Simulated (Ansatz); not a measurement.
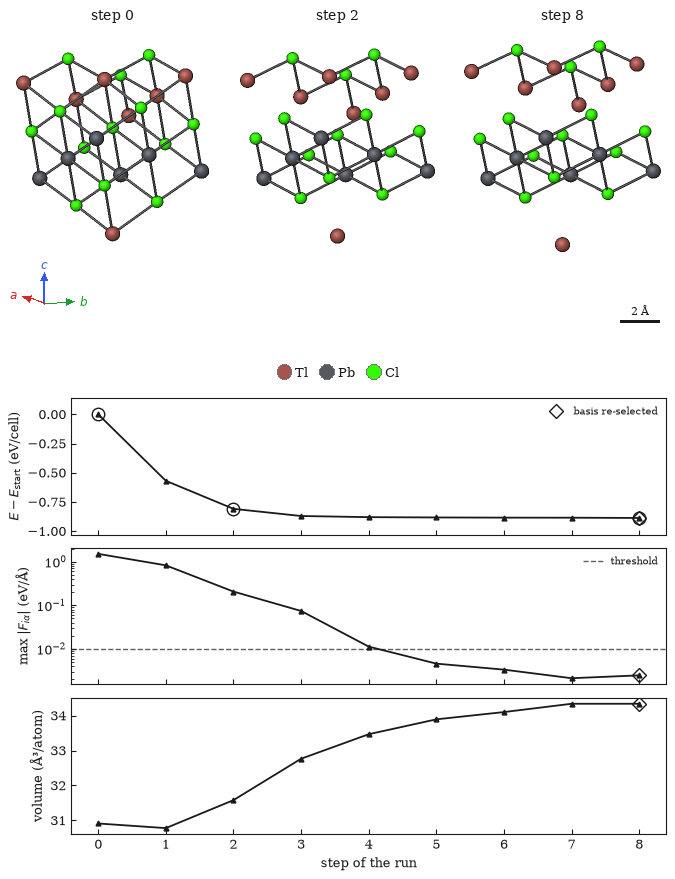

Frames of a relaxation of solid Tl2PbCl4 (built on the Bi2PbSe4-166 type type), marked on the history of the run. A ball-and-stick model of the atoms within 5.8 Å of the atom that moves most (axes of the conventional cell (3 times the calculation's cell)), seen from a free direction. Lengths and directions refer to the drawn axes.

These are results of DFT, PBEsol, plane waves, PAW in Ansatz 0.2.0, not measurements.

Input file:
```yaml
crystal:
  lattice:
    - [2.12918318, 1.22928448, 13.77828274]
    - [-2.12918318, 1.22928448, 13.77828274]
    - [0.0, -2.45856897, 13.77828274]
  atoms:
    - { symbol: Tl, position: [0.57432188, 0.57432188, 0.57432188] }
    - { symbol: Tl, position: [0.42567812, 0.42567812, 0.42567812] }
    - { symbol: Pb, position: [0.0, 0.0, 0.0] }
    - { symbol: Cl, position: [0.87074534, 0.87074534, 0.87074534] }
    - { symbol: Cl, position: [0.71198786, 0.71198786, 0.71198786] }
    - { symbol: Cl, position: [0.28801214, 0.28801214, 0.28801214] }
    - { symbol: Cl, position: [0.12925466, 0.12925466, 0.12925466] }
kpoints:
  mp_grid: { grid: [6, 6, 6] }
hamiltonian:
  xc: pbesol
scf:
  occupations: { method: fermi_dirac, width: 0.03 }
relax:
  f_tol: 0.01
  cell: {}
  max_steps: 120
```

Command:
```bash
ansatz run input.yaml --threads 4 --pin off --max-ram 4608MiB --backend cpu --events-out ev --progress --plain --runs-dir out
```

> What happens along the run?

Over 7 accepted moves (8 points after the start) the energy falls by 0.887 eV per cell of the calculation. Largest force component: 1.5 eV/Å at the start, 0.0025 eV/Å at the end. Pressure: −0.51 GPa at the start and 0.00 GPa at the end. At 1 point the geometry stayed and the basis and grid were re-selected for the new cell (energy shift of 2.1 meV per cell of the calculation at most each time). The largest moves relative to the cell, 0.54 Å, are those of Cl5 and Cl6. Cl5 goes along −c. Largest moves by element: Cl 0.54 Å, Tl 0.35 Å. Pb stays in place. The volume changes by +11.1 %, with a = b 4.258 → 4.348 Å (+2.1 %), c 41.335 → 44.052 Å (+6.6 %). Some distances before and after: Tl1–Cl6 3.134 → 3.882 Å, Pb3–Cl5 3.091 → 2.902 Å, Tl2–Cl7 2.893 → 2.859 Å. Among the angles between lasting bonds that change: Cl5–Pb3–Cl6 92.9° → 83.0°, Pb3–Cl5–Pb3 87.1° → 97.0°, Cl5–Pb3–Cl5 87.1° → 97.0°. The space group stays R-3m (No. 166). The run took 40 s on 4 threads of Arm Neoverse V1, on a shared host, peak memory 0.74 GiB. From step 0 to 2: Cl atoms move most (0.39 Å), volume +2.2 %, energy −0.809 eV per cell of the calculation. From step 2 to 8: Tl atoms move most (0.21 Å), volume +8.7 %, energy −78.1 meV per cell of the calculation.

| step | E − E(0), meV/atom | largest force component, eV/Å | pressure, GPa | volume, Å³/atom | note |
| --- | --- | --- | --- | --- | --- |
| 0 | 0.00 | 1.5151 | -0.51 | 30.911 |  |
| 1 | -81.26 | 0.8262 | 0.47 | 30.779 |  |
| 2 | -115.54 | 0.2065 | 0.74 | 31.580 |  |
| 3 | -124.30 | 0.0742 | 0.15 | 32.764 |  |
| 4 | -125.71 | 0.0113 | 0.13 | 33.466 |  |
| 5 | -126.08 | 0.0046 | 0.00 | 33.892 |  |
| 6 | -126.30 | 0.0033 | -0.01 | 34.100 |  |
| 7 | -126.39 | 0.0021 | 0.00 | 34.338 |  |
| 8 | -126.70 | 0.0025 | 0.00 | 34.338 | same geometry, new basis |
